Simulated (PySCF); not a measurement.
# Frequency calculation of SF3

The run: frequency calculation of SF3, multiplicity 2. Method and program: UKS-based PBE0, S def2-TZVP, F def2-TZVP; non-relativistic Hamiltonian; density fitting (PySCF 2.14.0).

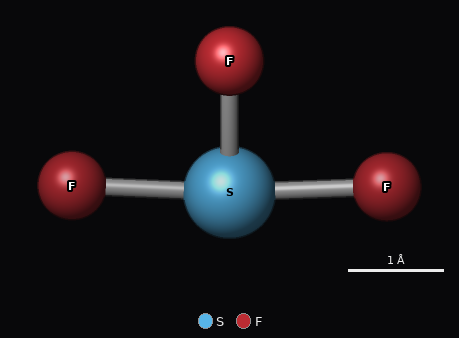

Figure 1. The input geometry (ball-and-stick view, seen at an oblique angle).

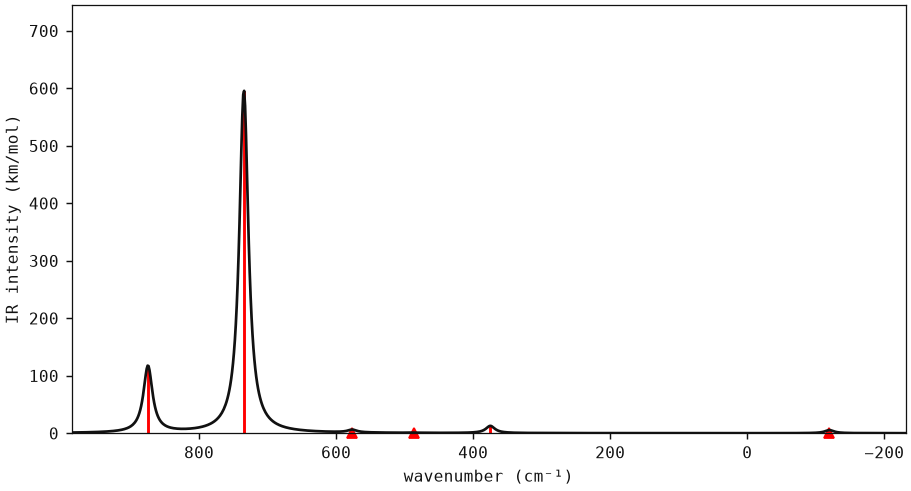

Figure 2. Harmonic infrared spectrum, unscaled: sticks (degenerate modes added up, dark ones marked on the axis) with a Lorentzian envelope of 16 cm⁻¹ full width, scaled to the tallest stick; imaginary modes are drawn at negative wavenumbers. 6 modes from 120i to 875 cm⁻¹, 1 imaginary beyond 8i (120i cm⁻¹): a first-order saddle point, if the geometry is stationary. The strongest line is at 735 cm⁻¹ (596 km/mol). All modes, in cm⁻¹ (km/mol): 120i (5.4), 375 (12.5), 486 (0.4), 576 (4.7), 735 (596), 875 (116).

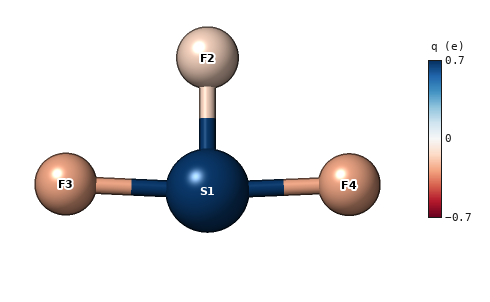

Figure 3. Mulliken charges, as the colour of each atom (ball-and-stick view, seen on its broad side; atoms are numbered from 1 in the order of the input). By element: S +0.67 and F −0.26 to −0.14 e.

The input and output of the run follow.

### Input file
```python
from pyscf import gto, scf, dft
mol = gto.M(atom='''
S      0.000000     0.000000    -0.366194
F      0.000000     0.000000     1.201033
F      1.657380     0.000000    -0.292515
F     -1.657380     0.000000    -0.292515''',
    basis={'S': 'def2-TZVP', 'F': 'def2-TZVP'},
    charge=0, spin=1)
mf = dft.UKS(mol, xc='PBE0')
mf.grids.atom_grid = (75, 302)
aux = {'S': 'def2-universal-JKFIT', 'F': 'def2-universal-JKFIT'}
mf = mf.density_fit(auxbasis=aux)
mf.conv_tol = 1e-09
mf.diis_space = 10
mf.max_cycle = 60
mf.verbose = 4
mf.kernel()
```

The script is an equivalent of the set-up of the self-consistent field. The run itself was carried out by a driver, which started from the orbitals of the step before it where there was one and computed the further properties.

Launch command:
```bash
OMP_NUM_THREADS=4 python axn.py task.json out
```

### Output
```
init E= -697.37397942586
  alpha nocc = 22  HOMO = -0.318920979439611  LUMO = -0.0326540999010732
  beta  nocc = 21  HOMO = -0.366379660137504  LUMO = -0.171371518782998
  HOMO = -0.31892097944  LUMO = -0.171371518783  gap/eV = 4.01503
cycle= 1 E= -697.373979425824  delta_E= 3.65e-11  |g|= 1.35e-05  |ddm|= 8.99e-06
  alpha nocc = 22  HOMO = -0.318920790395907  LUMO = -0.0326522611927942
  beta  nocc = 21  HOMO = -0.366381936692804  LUMO = -0.171371073738619
  HOMO = -0.318920790396  LUMO = -0.171371073739  gap/eV = 4.01503
cycle= 2 E= -697.373979425694  delta_E= 1.3e-10  |g|= 2.48e-05  |ddm|= 1.6e-05
  alpha nocc = 22  HOMO = -0.318920754448719  LUMO = -0.0326532806522692
  beta  nocc = 21  HOMO = -0.366380330199355  LUMO = -0.171371200876564
  HOMO = -0.318920754449  LUMO = -0.171371200877  gap/eV = 4.01503
cycle= 3 E= -697.373979425877  delta_E= -1.83e-10  |g|= 3.97e-07  |ddm|= 1.03e-05
  alpha nocc = 22  HOMO = -0.318920814658412  LUMO = -0.0326533452005151
  beta  nocc = 21  HOMO = -0.366380385218207  LUMO = -0.171371254678668
  HOMO = -0.318920814658  LUMO = -0.171371254679  gap/eV = 4.01503
cycle= 4 E= -697.373979425876  delta_E= 7.96e-13  |g|= 1.04e-07  |ddm|= 2.56e-07
  alpha nocc = 22  HOMO = -0.318920830177348  LUMO = -0.0326533575024257
  beta  nocc = 21  HOMO = -0.366380390701565  LUMO = -0.171371269828782
  HOMO = -0.318920830177  LUMO = -0.171371269829  gap/eV = 4.01503
Extra cycle  E= -697.373979425877  delta_E= -1.25e-12  |g|= 1.7e-07  |ddm|= 1.54e-07
converged SCF energy = -697.373979425877  <S^2> = 0.75888972  2S+1 = 2.0088701
```

### Results in brief

- outcome: converged
- total energy: −697.373979 hartree
- ⟨S²⟩: 0.759
- zero-point energy: 0.006941 hartree
- dipole moment: 0.58 D
- wavenumbers, lowest and highest: 120i and 875 cm⁻¹
- hardware: 4 threads of Arm Neoverse V2, 24 GiB of memory available, shared host
- wall time: 51 s (CPU time 2.7 min)
- peak memory: 1.4 GiB
